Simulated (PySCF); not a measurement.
## Single-point calculation of CrH$_{3}$

System: CrH$_{3}$, multiplicity 4.
Method: ROHF/6-31g (PySCF 2.14.0).

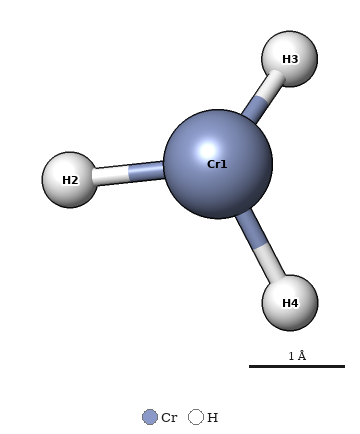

Fig. 1: The structure as given in the input (ball-and-stick view, seen at a tilt; atoms are numbered from 1 in the order of the input). Sticks mark near contacts. Bond lengths as drawn: Cr–H 1.66 Å.

Input
```python
from pyscf import gto, scf

mol = gto.M(
    atom='Cr 0 0 -0.0343; H 1.5432 0 0.5893; H -0.7716 1.3364 0.5893; H -0.7716 -1.3364 0.5893',
    basis='6-31g',
    charge=0,
    spin=3,
    symmetry=True,
    verbose=4,
)
mf = scf.ROHF(mol)
mf.diis_space = 4
mf.kernel()
mf.analyze()
print('orbital energies (hartree):', mf.mo_energy[..., max(0, mol.nelec[1]-3):mol.nelec[0]+3].round(4))
```

Run on 1 CPU thread, shared host.

Run as:
```bash
OMP_NUM_THREADS=1 python input.py
```

The program's output
```
PySCF version 2.14.0

[INPUT] verbose = 4
[INPUT] num. atoms = 4
[INPUT] num. electrons = 27
[INPUT] charge = 0
[INPUT] spin (= nelec alpha-beta = 2S) = 3
[INPUT] symmetry True subgroup None
[INPUT] Mole.unit = angstrom
[INPUT] Symbol           X                Y                Z      unit          X                Y                Z       unit  Magmom
[INPUT]  1 Cr     0.000000000000   0.000000000000  -0.034300000000 AA    0.000000000000   0.000000000000  -0.064817606073 Bohr   0.0
[INPUT]  2 H      1.543200000000   0.000000000000   0.589300000000 AA    2.916225355429   0.000000000000   1.113615605206 Bohr   0.0
[INPUT]  3 H     -0.771600000000   1.336400000000   0.589300000000 AA   -1.458112677714   2.525429992869   1.113615605206 Bohr   0.0
[INPUT]  4 H     -0.771600000000  -1.336400000000   0.589300000000 AA   -1.458112677714  -2.525429992869   1.113615605206 Bohr   0.0

nuclear repulsion = 23.4854275997934
point group symmetry = Cs
symmetry origin: [0.         0.         0.06611942]
symmetry axis x: [1. 0. 0.]
symmetry axis y: [0. 0. 1.]
symmetry axis z: [ 0.00000000e+00 -1.00000000e+00  1.51489279e-17]
num. orbitals of irrep A' = 23
num. orbitals of irrep A" = 10
number of shells = 17
number of NR pGTOs = 102
number of NR cGTOs = 33
basis = 6-31g
ecp = {}

******** <class 'pyscf.scf.hf_symm.SymAdaptedROHF'> ********
method = SymAdaptedROHF
initial guess = minao
damping factor = 0
level_shift factor = 0
DIIS = <class 'pyscf.scf.diis.CDIIS'>
diis_start_cycle = 1
diis_space = 4
diis_damp = 0
SCF conv_tol = 1e-09
SCF conv_tol_grad = None
SCF max_cycles = 50
direct_scf = True
direct_scf_tol = 1e-13
num. doubly occ = 12  num. singly occ = 3
Freeze 0 electrons in irreps []
    27 free electrons in irreps A' A"
Set gradient conv threshold to 3.16228e-05
init E= -1043.55036559068
HOMO (A") = -0.194047197814051  LUMO (A') = -0.124503282828361
cycle= 1 E= -1044.71887809257  delta_E= -1.17  |g|= 0.283  |ddm|= 1.42
HOMO (A') = -0.0734351448347788  LUMO (A') = 0.0285354596861533
cycle= 2 E= -1044.77864565609  delta_E= -0.0598  |g|= 0.147  |ddm|= 0.48
HOMO (A') = -0.187001023353347  LUMO (A') = 0.0124949831266861
cycle= 3 E= -1044.78876320232  delta_E= -0.0101  |g|= 0.0734  |ddm|= 0.236
HOMO (A') = -0.177964685565357  LUMO (A') = 0.0102331646172109
cycle= 4 E= -1044.79267709301  delta_E= -0.00391  |g|= 0.0168  |ddm|= 0.102
HOMO (A') = -0.184643802930107  LUMO (A') = 0.00955214002698312
cycle= 5 E= -1044.79293391613  delta_E= -0.000257  |g|= 0.00776  |ddm|= 0.0493
HOMO (A') = -0.187187401399591  LUMO (A') = 0.00984885032379901
cycle= 6 E= -1044.79298750869  delta_E= -5.36e-05  |g|= 0.00471  |ddm|= 0.0301
HOMO (A') = -0.18838704243886  LUMO (A') = 0.0096398276016707
cycle= 7 E= -1044.79302318811  delta_E= -3.57e-05  |g|= 0.0014  |ddm|= 0.0153
HOMO (A') = -0.188868537108824  LUMO (A') = 0.0096256498491849
cycle= 8 E= -1044.79302621846  delta_E= -3.03e-06  |g|= 0.000671  |ddm|= 0.00517
HOMO (A') = -0.188746444866519  LUMO (A') = 0.0096023221877084
cycle= 9 E= -1044.79302706819  delta_E= -8.5e-07  |g|= 0.000438  |ddm|= 0.00186
HOMO (A') = -0.188984908787067  LUMO (A') = 0.00956902484644995
cycle= 10 E= -1044.79302785009  delta_E= -7.82e-07  |g|= 0.000226  |ddm|= 0.00187
HOMO (A') = -0.189051990916968  LUMO (A') = 0.00954929140294736
cycle= 11 E= -1044.79302806769  delta_E= -2.18e-07  |g|= 8.72e-05  |ddm|= 0.0014
HOMO (A') = -0.189033568718531  LUMO (A') = 0.0095519350104829
cycle= 12 E= -1044.79302807796  delta_E= -1.03e-08  |g|= 5.16e-05  |ddm|= 0.000311
HOMO (A') = -0.189035127343676  LUMO (A') = 0.00954706966542451
cycle= 13 E= -1044.79302808137  delta_E= -3.41e-09  |g|= 3.05e-05  |ddm|= 0.000217
HOMO (A') = -0.189041375660161  LUMO (A') = 0.00954750998334264
cycle= 14 E= -1044.79302808296  delta_E= -1.59e-09  |g|= 1.36e-05  |ddm|= 0.000132
HOMO (A') = -0.189035106422462  LUMO (A') = 0.00954745189272077
cycle= 15 E= -1044.79302808314  delta_E= -1.78e-10  |g|= 3.98e-06  |ddm|= 3.05e-05
```

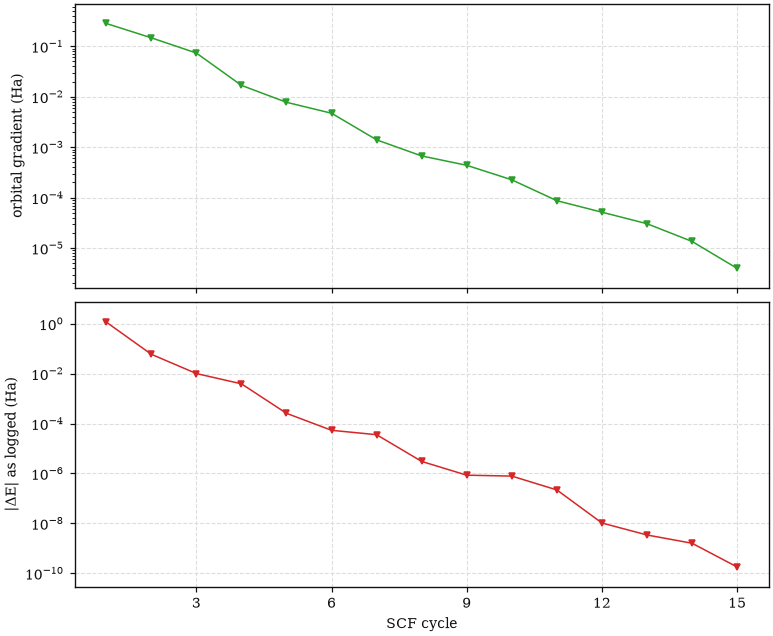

Fig. 2: Convergence of the self-consistent field: orbital gradient and size of the energy change against the SCF cycle. The residual falls at every step.

```
HOMO (A') = -0.18903393227781  LUMO (A') = 0.00954753591816071
Extra cycle  E= -1044.79302808316  delta_E= -2.41e-11  |g|= 2.51e-06  |ddm|= 9.71e-06
converged SCF energy = -1044.79302808316
**** SCF Summaries ****
Total Energy =                       -1044.793028083163563
Nuclear Repulsion Energy =              23.485427599793443
One-electron Energy =                -1481.107341106797548
Two-electron Energy =                  412.828885423840461
Two-electron Coulomb Energy =          461.194868167428695
DFT Exchange-Correlation Energy =      -48.365982743588233
Wave-function symmetry = A"
occupancy for each irrep:     A'   A"
double occ                     9    3
single occ                     2    1
**** MO energy ****
                          Roothaan           | alpha              | beta
MO #1   (A'  #1 ) energy= -220.719237486627  | -220.719560011146  | -220.71891496211   occ= 2
MO #2   (A'  #2 ) energy= -26.5876843862984  | -26.6237741224104  | -26.5515946500356  occ= 2
MO #3   (A'  #3 ) energy= -22.5176531078845  | -22.5500370203415  | -22.4852691954267  occ= 2
MO #4   (A"  #1 ) energy= -22.5176528228416  | -22.5500370042729  | -22.4852686414098  occ= 2
MO #5   (A'  #4 ) energy= -22.5113650716117  | -22.5537251291076  | -22.4690050141131  occ= 2
MO #6   (A'  #5 ) energy= -3.59543549740611  | -3.71062992215896  | -3.48024106542944  occ= 2
MO #7   (A"  #2 ) energy= -2.34312006139395  | -2.47090498561756  | -2.21533513709767  occ= 2
MO #8   (A'  #6 ) energy= -2.34311968405342  | -2.47090371701078  | -2.2153356510237   occ= 2
MO #9   (A'  #7 ) energy= -2.34024120684933  | -2.5058923753994   | -2.17459003837508  occ= 2
MO #10  (A'  #8 ) energy= -0.458704205757654 | -0.467205978204377 | -0.450202190685399 occ= 2
MO #11  (A"  #3 ) energy= -0.414337267717584 | -0.424621811645985 | -0.404052774561224 occ= 2
MO #12  (A'  #9 ) energy= -0.414329863665638 | -0.424613519336975 | -0.404046258463478 occ= 2
MO #13  (A"  #4 ) energy= -0.195675813884044 | -0.648348359975645 | 0.256996645016766  occ= 1
MO #14  (A'  #10) energy= -0.195674778378922 | -0.648347469863754 | 0.256997825307558  occ= 1
MO #15  (A'  #11) energy= -0.18903393227781  | -0.627112671028634 | 0.249044171266746  occ= 1
MO #16  (A'  #12) energy= 0.00954753591816071 | 0.00469958993006915 | 0.0143955535257181 occ= 0
MO #17  (A"  #5 ) energy= 0.0462492522705986 | 0.0325025870979629 | 0.0599959062682322 occ= 0
MO #18  (A'  #13) energy= 0.0462521896959724 | 0.032505049552593  | 0.0599993189425574 occ= 0
MO #19  (A'  #14) energy= 0.140891513615878  | 0.138639451631512  | 0.143143651285915  occ= 0
MO #20  (A"  #6 ) energy= 0.17413855784512   | 0.157821360873596  | 0.190455777360069  occ= 0
MO #21  (A'  #15) energy= 0.174138677093042  | 0.157821292777825  | 0.190456083650853  occ= 0
MO #22  (A'  #16) energy= 0.195580205397843  | 0.183818383872966  | 0.207342050435342  occ= 0
MO #23  (A"  #7 ) energy= 0.328678608917951  | 0.316788390361178  | 0.340568816989842  occ= 0
MO #24  (A'  #17) energy= 0.328680027578486  | 0.316789786908336  | 0.34057025794846   occ= 0
MO #25  (A'  #18) energy= 0.380637340182506  | 0.367680899721528  | 0.393593831375614  occ= 0
MO #26  (A"  #8 ) energy= 1.14471654802663   | 1.14010590924934   | 1.14932718979782   occ= 0
MO #27  (A'  #19) energy= 1.14472457639582   | 1.14011433257884   | 1.14933482315219   occ= 0
MO #28  (A'  #20) energy= 1.20528126740168   | 1.20170370972704   | 1.20885882693945   occ= 0
MO #29  (A"  #9 ) energy= 1.39794893624492   | 1.31742355283459   | 1.47847444822868   occ= 0
MO #30  (A'  #21) energy= 1.39794929282729   | 1.31742396375906   | 1.47847475075215   occ= 0
MO #31  (A'  #22) energy= 1.45731092357566   | 1.38158635653985   | 1.53303565247775   occ= 0
MO #32  (A'  #23) energy= 1.72337636943315   | 1.7060385848979    | 1.74071415932117   occ= 0
MO #33  (A"  #10) energy= 1.72339820846845   | 1.70606077421422   | 1.74073564816133   occ= 0
 ** Mulliken pop on meta-lowdin orthogonal AOs  **
 ** Mulliken pop  **
pop of  0 Cr 1s           2.00000
pop of  0 Cr 2s           2.00000
pop of  0 Cr 3s           1.99989
pop of  0 Cr 4s           0.78016
pop of  0 Cr 5s           0.01503
pop of  0 Cr 2px          2.00000
pop of  0 Cr 2py          2.00000
pop of  0 Cr 2pz          2.00000
pop of  0 Cr 3px          1.99922
pop of  0 Cr 3py          1.99922
pop of  0 Cr 3pz          1.99959
pop of  0 Cr 4px          0.03864
pop of  0 Cr 4py          0.03864
pop of  0 Cr 4pz          0.00195
pop of  0 Cr 5px          0.00008
pop of  0 Cr 5py          0.00008
pop of  0 Cr 5pz          0.00025
pop of  0 Cr 3dxy         0.69616
pop of  0 Cr 3dyz         0.72101
pop of  0 Cr 3dz^2        0.99587
pop of  0 Cr 3dxz         0.72097
pop of  0 Cr 3dx2-y2      0.69614
pop of  0 Cr 4dxy         0.00528
pop of  0 Cr 4dyz         0.00561
pop of  0 Cr 4dz^2        0.00931
pop of  0 Cr 4dxz         0.00561
pop of  0 Cr 4dx2-y2      0.00528
pop of  1 H 1s            1.41035
pop of  1 H 2s            0.01168
pop of  2 H 1s            1.41033
pop of  2 H 2s            0.01168
pop of  3 H 1s            1.41033
pop of  3 H 2s            0.01168
 ** Mulliken atomic charges  **
charge of    0Cr =      1.26604
charge of    1H =     -0.42202
charge of    2H =     -0.42201
charge of    3H =     -0.42201
Dipole moment(X, Y, Z, Debye): -0.00009, -0.00000, -4.54332
orbital energies (hartree): [-0.4587 -0.4143 -0.4143 -0.1957 -0.1957 -0.189   0.0095  0.0462  0.0463]
```

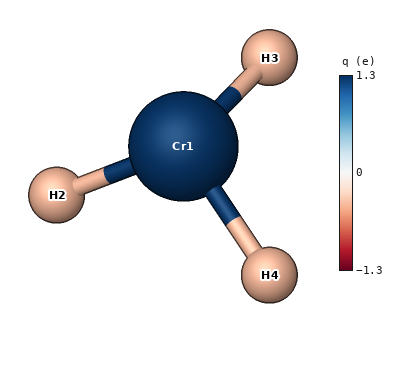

Fig. 3: meta-Löwdin charges, as the colour of each atom (ball-and-stick view, seen at a tilt; atoms are numbered from 1 in the order of the input). By element: Cr +1.27 and H −0.42 e.

Summary

| quantity | value |
| --- | --- |
| outcome | converged |
| SCF energy | −1044.793028 hartree |
| dipole moment | 4.54 D |
| wall time | 1.6 s |
